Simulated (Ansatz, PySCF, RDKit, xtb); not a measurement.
# Isomers of HfH2Br2O2, a sample narrowed down, part 2 of 2

A sample of isomers of HfH2Br2O2 is drawn. Aim: find which of them has the lowest free energy at 298.15 K, then its properties. The sample is small against all isomers, and the most stable one of this formula need not be in it. One structure proposed beforehand is put among the starts (marked given), to see whether the search confirms or beats it.

xtb, Ansatz and PySCF; isolated molecules. The steps go on from the part before.

**12. Free energies and the winner**

Energies in kcal/mol from c181a; G adds the thermal terms to the CCSD(T)/def2-SVP + MP2/def2-TZVPP - MP2/def2-SVP energy. The columns left of the relaxed level are at the tight-binding geometries.

| label | SMILES | spin | r2SCAN-D4/def2-SVP | PBE0-D4/def2-SVP | HF/def2-SVP | MP2/def2-SVP | CCSD(T)/def2-SVP + MP2/def2-TZVPP - MP2/def2-SVP | G | share at equilibrium | T1 |
| --- | --- | --- | --- | --- | --- | --- | --- | --- | --- | --- |
| c181a | [OH][Hf]([OH])([Br])[Br] ‡ | singlet | 0.0 | 0.0 | 0.0 | 0.0 | 0.0 | 0.0 | 100.0 % | 0.013 |
| c402 | [OH][Hf]([OH])([Br])[Br] ‡ | triplet | 96.5 | 85.9 | 85.8 | 97.0 | 93.7 | 94.7 | < 0.1 % | 0.015 |

‡ marks the bonded skeleton alone, with all bonds drawn single: no Lewis structure was assigned that passes a check against the bond lengths.

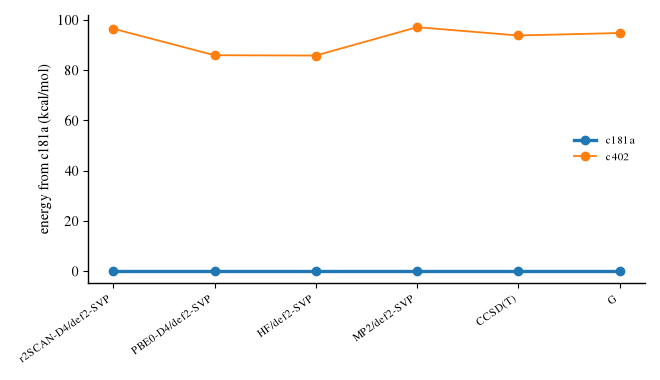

The finalists at each level, measured from c181a.

Lowest found: c181a, `[OH][Hf]([OH])([Br])[Br]` ‡, a singlet. Bond lengths: Br1–Hf3 2.515 Å, Br2–Hf3 2.515 Å, Hf3–O4 1.898 Å, Hf3–O5 1.898 Å, O4–H6 0.956 Å, O5–H7 0.956 Å. Angles: Br1–Hf3–Br2 110.5°, Br1–Hf3–O4 108.9°, Br1–Hf3–O5 108.9°, Br2–Hf3–O4 108.9°, Br2–Hf3–O5 108.9°, O4–Hf3–O5 110.7°, Hf3–O4–H6 173.3°, Hf3–O5–H7 173.3°.

```xyz
7

Br   -1.2461   -2.2943   -0.8772
Br    0.9738    0.8209   -2.4421
Hf   -0.0290   -0.1570   -0.3537
O    -1.2600    1.0882    0.3791
O     1.3635   -0.5287    0.8816
H    -1.8154    1.7151    0.8394
H     2.0131   -0.6442    1.5730
```

‡ marks the bonded skeleton alone, with all bonds drawn single: no Lewis structure was assigned that passes a check against the bond lengths.

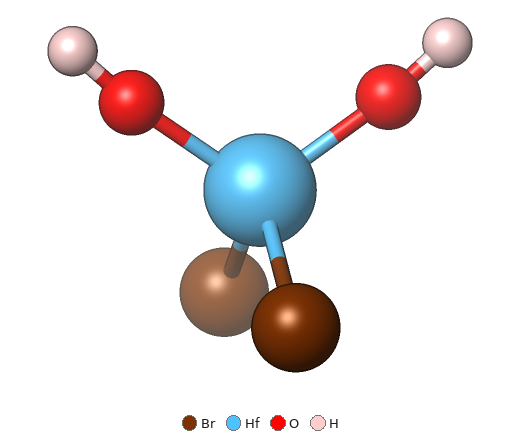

The lowest structure found, seen from a chosen angle (bromine brown, hafnium blue, oxygen red, hydrogen pink).

**13. Density, orbitals and dipole (PBE0/def2-TZVPD)**

Input file input.yaml:

```yaml
basis:
  gaussian:
    orbitals: def2-TZVPD
crystal:
  periodic: [false, false, false]
  atoms:
    - symbol: Br
      position_ang: [-1.246092, -2.294330, -0.877201]
    - symbol: Br
      position_ang: [0.973847, 0.820900, -2.442130]
    - symbol: Hf
      position_ang: [-0.028975, -0.157009, -0.353725]
    - symbol: O
      position_ang: [-1.260027, 1.088190, 0.379068]
    - symbol: O
      position_ang: [1.363468, -0.528709, 0.881585]
    - symbol: H
      position_ang: [-1.815354, 1.715124, 0.839410]
    - symbol: H
      position_ang: [2.013143, -0.644155, 1.572993]
output:
  forces: true
  orbitals: {seedname: orbitals}
hamiltonian:
  xc: pbe0
```

Run with:

```
ansatz run input.yaml --threads 2 --pin off --max-ram 6090MiB --events-out events.jsonl --progress --plain --runs-dir runs
```

Standard output, cut to the lines that bear on the results:

```text
Warning: RAYON_NUM_THREADS=2 ignored (pool sized by the plan → 2); use --threads N
Functional definition: PBE0
  name "PBE0"
[...]
1853 factors; their error is unknown
[...]
mean field -145515.36078418 eV, -5347.5908749647 hartree, gradient 1.5e-5 eV, S^2 0.000000; 0 other end points of the search recorded, 0 dependent functions left out
[...]
reference -145515.36083647 eV, -5347.5908768860 hartree; 50, 50 occupied and 205, 205 virtual orbitals, 1853 factors
Total energy: -145515.36083647 eV, -5347.5908768860 hartree
Atom 0 at    -1.246092    -2.294330    -0.877201 Å, force     0.003321     0.006121     0.002731 eV/Å
Atom 1 at     0.973847     0.820900    -2.442130 Å, force    -0.002359    -0.001706     0.006509 eV/Å
Atom 2 at    -0.028975    -0.157009    -0.353725 Å, force     0.011822     0.064327     0.146275 eV/Å
Atom 3 at    -1.260027     1.088190     0.379068 Å, force    -0.022106     0.025762     0.019482 eV/Å
Atom 4 at     1.363468    -0.528709     0.881585 Å, force     0.027966    -0.004350     0.030773 eV/Å
Atom 5 at    -1.815354     1.715124     0.839410 Å, force     0.113190    -0.120110    -0.078548 eV/Å
Atom 6 at     2.013143    -0.644155     1.572993 Å, force    -0.131834     0.029956    -0.127223 eV/Å
Dipole moment:     0.057990     0.314013     0.707076 e Å
```

It took 20 s on 2 threads of Arm Neoverse V1, shared host; peak memory 1.1 GiB.

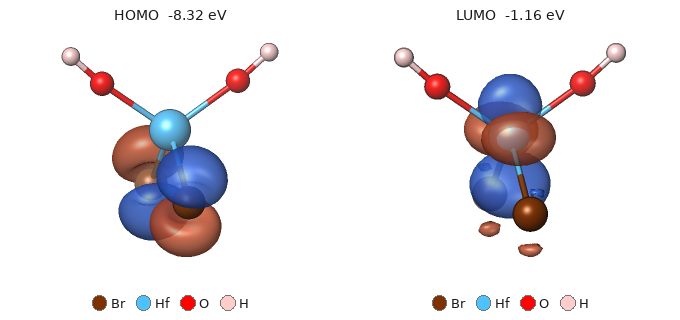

Frontier orbitals of this run, surfaces at ±0.2 Å^-3/2.

**14. Electronic excitations (TD-PBE0/def2-SVPD)**

An in-house driver calls PySCF's response routines at TD-PBE0/def2-SVPD; it has no typed input.

Standard output:

```text
coarse grid: 38808 points
cycle   1  E = -5346.3938559783  dE = -1.440e+01  |g| = 1.284e+00  |ddm| = 8.181e+00
cycle   2  E = -5345.8547214566  dE =  5.391e-01  |g| = 1.992e+00  |ddm| = 3.066e+00
cycle   3  E = -5346.7728903958  dE = -9.182e-01  |g| = 2.596e-01  |ddm| = 1.819e+00
cycle   4  E = -5346.7781228362  dE = -5.232e-03  |g| = 2.077e-01  |ddm| = 4.843e-01
cycle   5  E = -5346.7890730164  dE = -1.095e-02  |g| = 2.167e-02  |ddm| = 2.211e-01
cycle   6  E = -5346.7891569098  dE = -8.389e-05  |g| = 3.333e-03  |ddm| = 2.813e-02
cycle   7  E = -5346.7891586144  dE = -1.705e-06  |g| = 6.419e-04  |ddm| = 4.053e-03
final grid: 74688 points
cycle   8  E = -5346.7890515391  dE = -2.431e-07  |g| = 5.175e-04  |ddm| = 2.749e-03
cycle   9  E = -5346.7890515486  dE = -9.505e-09  |g| = 4.614e-04  |ddm| = 1.100e-03
cycle  10  E = -5346.7890515823  dE = -3.376e-08  |g| = 1.177e-04  |ddm| = 5.553e-04
cycle  11  E = -5346.7890515853  dE = -3.001e-09  |g| = 1.653e-05  |ddm| = 1.065e-04
cycle  12  E = -5346.7890515854  dE = -7.822e-11  |g| = 3.617e-06  |ddm| = 1.826e-05
converged SCF energy = -5346.7890515854

Static polarisability (au): isotropic 91.352, principal 80.471 89.066 104.520

Singlet excitations
state   eV       nm        f      main configurations
  1   5.8071    213.5   0.00000   H-1->L 0.99
  2   5.9083    209.8   0.00008   H-2->L 0.98
  3   5.9427    208.6   0.06375   H->L 0.85, H-2->L+1 0.10
  4   6.2269    199.1   0.00227   H->L+1 0.97
  5   6.3017    196.7   0.00021   H-3->L 0.58, H-1->L+1 0.38
  6   6.6124    187.5   0.04356   H-2->L+1 0.58, H-4->L 0.36
  7   6.6191    187.3   0.00636   H->L+3 0.43, H-1->L+1 0.27, H-3->L 0.24
  8   6.6580    186.2   0.00000   H-3->L+1 0.66, H->L+4 0.31

Triplet excitations (Tamm-Dancoff, eV): 5.3877 5.6686 5.7479
```

Run time: 19 s. Hardware: 2 threads of Arm Neoverse V1, shared host; peak memory 0.75 GiB.

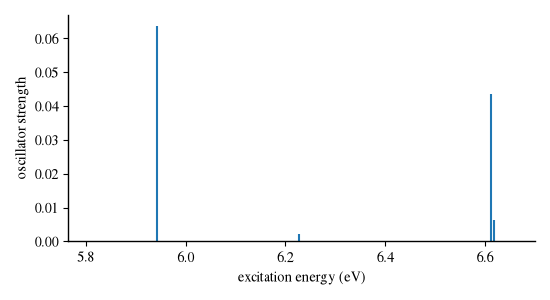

Vertical excitations as sticks.

The roots found:

```
excited state  energy (eV)  strength
            1        5.807    0.0000
            2        5.908    0.0001
            3        5.943    0.0638
            4        6.227    0.0023
            5        6.302    0.0002
            6        6.612    0.0436
            7        6.619    0.0064
            8        6.658    0.0000
```

**15. The cation at the same geometry (PBE0/def2-TZVPD)**

Input file input.yaml:

```yaml
crystal:
  periodic: [false, false, false]
  atoms:
    - {symbol: Br, position_ang: [-1.246092, -2.294330, -0.877201]}
    - {symbol: Br, position_ang: [0.973847, 0.820900, -2.442130]}
    - {symbol: Hf, position_ang: [-0.028975, -0.157009, -0.353725]}
    - {symbol: O, position_ang: [-1.260027, 1.088190, 0.379068]}
    - {symbol: O, position_ang: [1.363468, -0.528709, 0.881585]}
    - {symbol: H, position_ang: [-1.815354, 1.715124, 0.839410]}
    - {symbol: H, position_ang: [2.013143, -0.644155, 1.572993]}
basis:
  gaussian:
    orbitals: def2-TZVPD
total_charge: 1
magnetization:
  spin_polarized: true
  initial_magnetization: 1
hamiltonian:
  xc: {name: PBE0}
```

Run with:

```
ansatz run input.yaml --threads 2 --pin off --max-ram 6090MiB --events-out events.jsonl --progress --plain --runs-dir runs
```

Standard output:

```text
Warning: RAYON_NUM_THREADS=2 ignored (pool sized by the plan → 2); use --threads N
Functional definition: PBE0
  name "PBE0"
  parameter a = 0.25
  parameter kappa = 0.804
  parameter beta = 0.06672455060314922
  exchange = (1 - a)*pbe_x(kappa = kappa, mu = beta*pi^2/3) + a*exact_x
  correlation = pbe_c(beta = beta)
1853 factors; their error is unknown
mean field evaluation 1: about -145485.1313 eV, gradient 7.7e1 eV
mean field evaluation 2: about -145314.8870 eV, gradient 1.9e2 eV
mean field evaluation 4: about -145503.5153 eV, gradient 1.3e1 eV
mean field evaluation 8: about -145504.4953 eV, gradient 2.5e-1 eV
mean field evaluation 16: about -145505.1495 eV, gradient 2.7e-3 eV
mean field evaluation 32: about -145505.1495 eV, gradient 6.3e-5 eV
mean field evaluation 64: about -145505.0716 eV, gradient 3.4e-1 eV
mean field -145505.14953119 eV, -5347.2156183385 hartree, gradient 9.8e-6 eV, S^2 0.761558; 8 other end points of the search recorded, 0 dependent functions left out
reference -145505.14957363 eV, -5347.2156198981 hartree; 50, 49 occupied and 205, 206 virtual orbitals, 1853 factors
Total energy: -145505.14957363 eV, -5347.2156198981 hartree
```

Run time: 2.7 min. Hardware: 2 threads of Arm Neoverse V1, shared host; peak memory 2.1 GiB.

Difference from the parent: 10.21 eV.

**16. The anion at the same geometry (PBE0/def2-TZVPD)**

input.yaml: that of step 15 with these lines changed.

```diff
@@ -13,3 +13,7 @@
     orbitals: def2-TZVPD
-total_charge: 1
+total_charge: -1
+scf:
+  lower_state_search: "off"
+hamiltonian:
+  xc: {name: PBE0}
 magnetization:
@@ -17,3 +21 @@
   initial_magnetization: 1
-hamiltonian:
-  xc: {name: PBE0}
```

Run with:

```
ansatz run input.yaml --threads 2 --pin off --max-ram 6090MiB --events-out events.jsonl --progress --plain --runs-dir runs
```

Standard output, cut to the lines that bear on the results:

```text
Warning: RAYON_NUM_THREADS=2 ignored (pool sized by the plan → 2); use --threads N
Functional definition: PBE0
  name "PBE0"
[...]
1853 factors; their error is unknown
[...]
mean field -145515.06002673 eV, -5347.5798223322 hartree, gradient 1.2e-6 eV, S^2 0.750625; 0 other end points of the search recorded, 0 dependent functions left out
reference -145515.06006569 eV, -5347.5798237637 hartree; 51, 50 occupied and 204, 205 virtual orbitals, 1853 factors
Total energy: -145515.06006569 eV, -5347.5798237637 hartree
Checks for a lower state left out: stability, starts, cluster_reference, orbital_swaps, neighbouring_geometries, increment
```

Wall time 39 s (2 threads of Arm Neoverse V1, shared host); peak memory 1.5 GiB.

Parent less the species with the added electron: -0.30 eV. In this basis the extra electron isn't bound at this geometry, so the number hangs on the basis; a diffuse state bound by the dipole can't be described by it.

**17. The triplet at the same geometry (PBE0/def2-TZVPD)**

input.yaml: that of step 16 with these lines changed.

```diff
@@ -1 +1,3 @@
+basis:
+  gaussian: {orbitals: def2-TZVPD}
 crystal:
@@ -10,12 +12,3 @@
     - {symbol: H, position_ang: [2.013143, -0.644155, 1.572993]}
-basis:
-  gaussian:
-    orbitals: def2-TZVPD
-total_charge: -1
-scf:
-  lower_state_search: "off"
-hamiltonian:
-  xc: {name: PBE0}
-magnetization:
-  spin_polarized: true
-  initial_magnetization: 1
+magnetization: {spin_polarized: true, initial_magnetization: 2}
+hamiltonian: {xc: {name: PBE0}}
```

Run with:

```
ansatz run input.yaml --threads 2 --pin off --max-ram 6090MiB --events-out events.jsonl --progress --plain --runs-dir runs
```

Standard output:

```text
Warning: RAYON_NUM_THREADS=2 ignored (pool sized by the plan → 2); use --threads N
Functional definition: PBE0
  name "PBE0"
  parameter a = 0.25
  parameter kappa = 0.804
  parameter beta = 0.06672455060314922
  exchange = (1 - a)*pbe_x(kappa = kappa, mu = beta*pi^2/3) + a*exact_x
  correlation = pbe_c(beta = beta)
1853 factors; their error is unknown
mean field evaluation 1: about -145497.1785 eV, gradient 6.0e1 eV
mean field evaluation 2: about -145432.2661 eV, gradient 1.3e2 eV
mean field evaluation 4: about -145508.9432 eV, gradient 6.3e0 eV
mean field evaluation 8: about -145509.1429 eV, gradient 2.4e-1 eV
mean field evaluation 16: about -145509.7986 eV, gradient 2.5e-3 eV
mean field evaluation 32: about -145509.7986 eV, gradient 4.4e-5 eV
mean field -145509.79856827 eV, -5347.3864673000 hartree, gradient 1.3e-5 eV, S^2 2.005290; 7 other end points of the search recorded, 0 dependent functions left out
reference -145509.79863048 eV, -5347.3864695861 hartree; 51, 49 occupied and 204, 206 virtual orbitals, 1853 factors
Total energy: -145509.79863048 eV, -5347.3864695861 hartree
```

Run time: 2.2 min. Hardware: 2 threads of Arm Neoverse V1, shared host; peak memory 2.1 GiB.

It lies 5.56 eV above the singlet.

**18. Summary of results**

The summary covers parts 1 to 2.

| quantity | value |
| --- | --- |
| lowest structure found | [OH][Hf]([OH])([Br])[Br] ‡, singlet |
| next finalist | [OH][Hf]([OH])([Br])[Br] ‡, triplet, 94.7 kcal/mol higher in G |
| share at equilibrium, among the finalists | 100.0 % |
| funnel | 10 starts, 4 minima at GFN2-xTB from these starts, 4 screening runs, 3 relaxed, 2 ranked |
| CPU time of all runs | 46 min |
| dipole moment (PBE0/def2-TZVPD) | 3.73 D |
| HOMO energy (PBE0/def2-TZVPD) | -8.32 eV |
| LUMO energy (PBE0/def2-TZVPD) | -1.16 eV |
| HOMO–LUMO gap (PBE0/def2-TZVPD) | 7.16 eV |
| lowest excitation (TD-PBE0/def2-SVPD) | 5.81 eV (f = 0.000) |
| strongest of the states computed, same level | 5.94 eV (f = 0.064) |
| lowest triplet excitation, same level, Tamm-Dancoff | 5.39 eV |
| vertical ionisation energy | 10.21 eV |
| vertical electron affinity | -0.30 eV (unbound: the value depends on the basis) |
| vertical triplet less singlet | +5.56 eV |

In words: The search ends on `[OH][Hf]([OH])([Br])[Br]` ‡. The margin of 94.7 kcal/mol over the next finalist is beyond the usual error of the last level; it says nothing of structures that weren't ranked. All structures in one piece share one bonding pattern, so no isomers were compared. The largest share of the time went into the final energies (33 % of the CPU time that the search's summary counts). Spin-orbit coupling, which matters for elements this heavy, is left out. The structure proposed beforehand is the winner, but it had no rival of another bonding pattern. The search is not exhaustive (a finite list of starts, one conformer a finalist), so a lower isomer can't be ruled out. Only 1 drawn pattern was tried, so whole families of isomers are missing, and the result ranks this sample alone.

‡ marks the bonded skeleton alone, with all bonds drawn single: no Lewis structure was assigned that passes a check against the bond lengths.
